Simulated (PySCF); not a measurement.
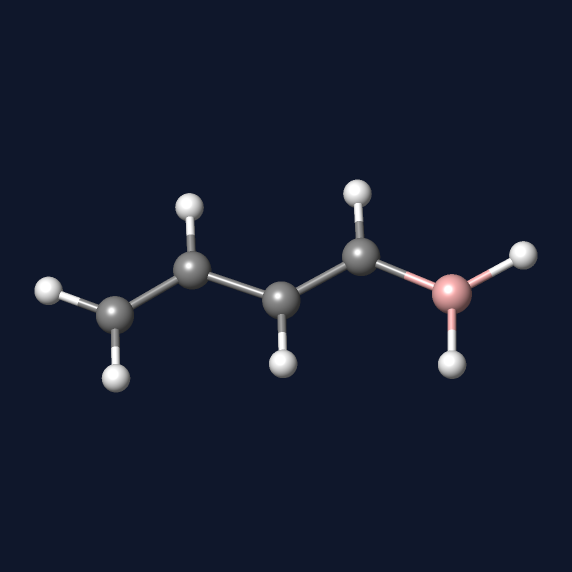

Every bond is drawn as one stick, whatever its order. Colours: boron pink, carbon grey, hydrogen white.

The computed structure is the end point of a PBE0-D3(BJ)/def2-SVP optimisation. No frequency run is at hand to confirm it as a minimum.

Description:

Formula C₄H₇B. SMILES: `B/C=C/C=C`. It has no ring. Among its groups: alkene, B–H bond. All atoms lie on one plane. Coordination: 1 B trigonal planar; 4 C trigonal planar.

The parts below concern this one geometry. Atoms keep their numbers from picture to picture.

## Shape

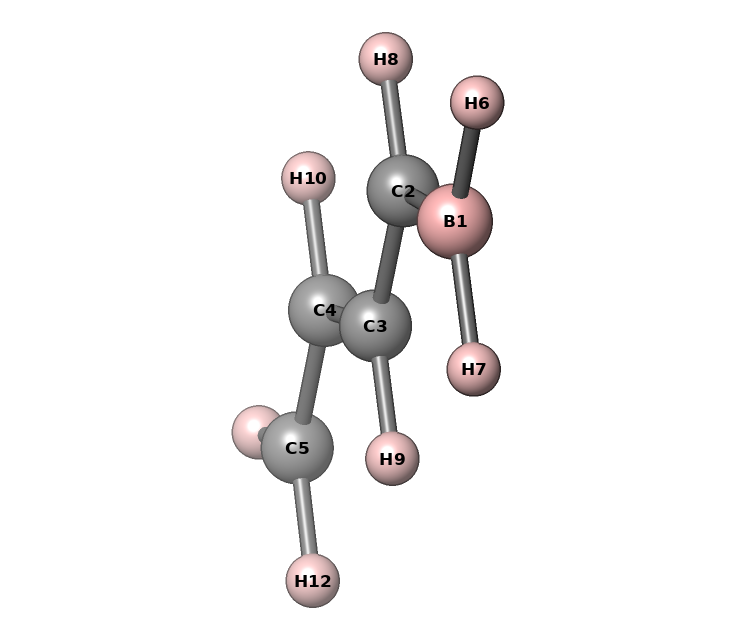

C4 lies behind C3. The molecule seen a little off the C3–C4 bond, C3 in front. Depth is shown by fading: the farther an atom, the more it takes the colour of the background. No frequency run is at hand to confirm it as a minimum.

Question: What is the torsion angle C2–C3–C4–C5? The sign is positive where the front bond must turn clockwise to cover the back bond.

Answer: −179°, antiperiplanar (anti).

## NMR shielding

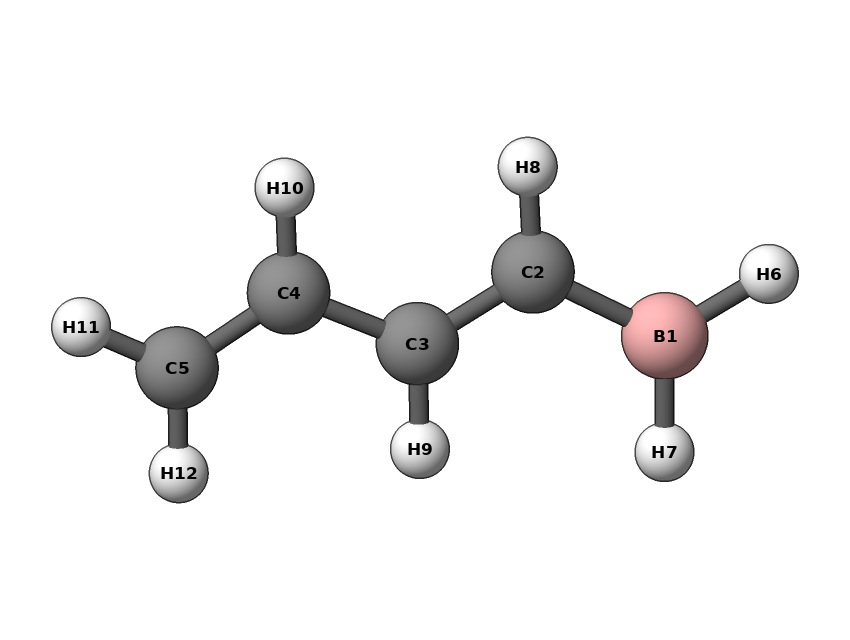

No frequency run is at hand to confirm it as a minimum. Method: GIAO CAM-B3LYP/pcSseg-2 NMR shielding, non-relativistic, gas phase (PySCF 2.14.0). Principal shieldings σ11 ≤ σ22 ≤ σ33, span Ω = σ33 − σ11, skew κ = 3(σiso − σ22)/Ω.

Give the shielding tensors of the C atoms.

| atom | σ11 | σ22 | σ33 | σiso | Ω | κ |
| --- | --- | --- | --- | --- | --- | --- |
| C2 | −83.1 | 10.5 | 166.9 | 31.4 | 250.0 | 0.25 |
| C3 | −117.0 | −10.9 | 120.9 | −2.4 | 238.0 | 0.11 |
| C4 | −92.9 | 34.8 | 142.2 | 28.1 | 235.1 | −0.09 |
| C5 | −79.7 | 44.7 | 155.7 | 40.2 | 235.4 | −0.06 |

Shieldings and span in ppm.

## Electronic properties

No frequency run is at hand to confirm it as a minimum. Level of theory: BHandHLYP/pcSseg-2, gas phase (PySCF 2.14.0).

Question: Estimate the dipole moment.

Answer: 2.14 D.

Question: What is the HOMO energy (Kohn–Sham orbital)?

Answer: −8.07 eV.

Question: Estimate the LUMO energy (Kohn–Sham orbital).

Answer: −1.36 eV.

## Bond orders

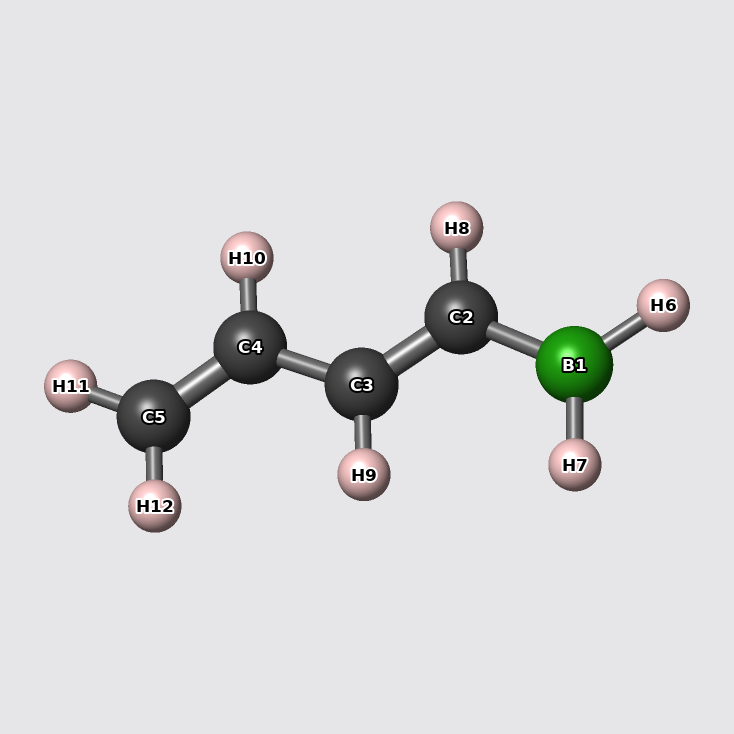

The thickness of each stick grows with its Mayer bond order. No frequency run is at hand to confirm it as a minimum. Computed with PBE0/6-31G (PySCF 2.14.0).

Question: Which bond has the highest Mayer bond order?

Answer: C4–C5, 1.80, at a length of 1.342 Å.

List the Mayer bond orders of B1–C2, B1–H6, B1–H7, C2–C3, C2–H8, C3–C4, C3–H9, C4–C5, C4–H10, C5–H11, C5–H12.

```
  bond  Mayer order  length (Å)
 B1–C2         1.09       1.533
 B1–H6         0.98       1.210
 B1–H7         0.98       1.212
 C2–C3         1.69       1.359
 C2–H8         0.94       1.098
 C3–C4         1.11       1.449
 C3–H9         0.92       1.098
 C4–C5         1.80       1.342
C4–H10         0.93       1.096
C5–H11         0.94       1.093
C5–H12         0.94       1.095
```
